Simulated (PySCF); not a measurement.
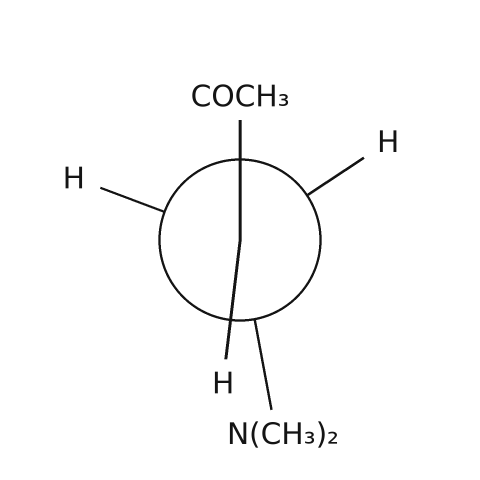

A Newman projection along the N–Ge bond, nitrogen in front; angles are drawn as computed, but eclipsed bonds slightly apart. The geometry was computed by an optimisation with PBE0-D3(BJ)/def2-SVP. No frequency run is at hand to confirm it as a minimum.

Which molecule is it?

Answer. C4H12GeN2O, CC(=O)[NH][GeH2][N](C)C

What is the torsion angle from the front COCH3 to the back N(CH3)2? The sign is positive where the front bond must turn clockwise to cover the back bond.

Answer. 176°, antiperiplanar (anti).
